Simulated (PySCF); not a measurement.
```xyz
14

C    -2.7353   -0.5603    0.3031
S    -1.4780    0.1359    1.4153
Si   -0.1110    0.8388   -0.0754
P     1.9485    1.3778    0.7722
Si    2.4579   -0.5694   -0.3358
P     0.4990   -0.8626   -1.4411
H    -3.4139   -1.1395    0.9196
H    -3.2713    0.2468   -0.1859
H    -2.2555   -1.2010   -0.4321
H    -0.7260    1.9669   -0.7891
H     2.0414    1.8359   -0.5355
H     3.5840   -0.3865   -1.2511
H     2.6514   -1.6978    0.5731
H     0.8307   -0.0100   -2.4820
```

Geometry: GFN2-xTB, coordinate held.

Computed with PBE0/pcSseg-1, SCF density, gas phase, non-relativistic in PySCF.

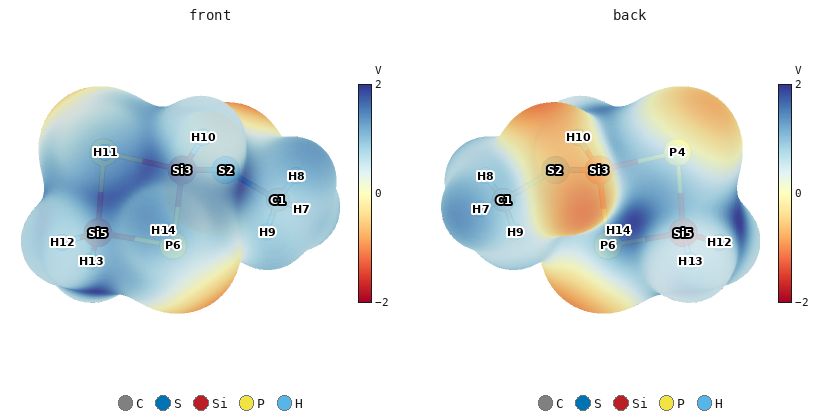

CH8P2SSi2 (SMILES CS[SiH]1P[SiH2]P1). The electrostatic potential painted on the density surface at 0.004 e/bohr³, seen from the front and from behind; the colour scale runs from red (negative) to blue (positive).

**Describe the electrostatic potential map.**

The most negative region (about −1.0 V) lies over S2, the most positive (about +1.9 V) over Si5.
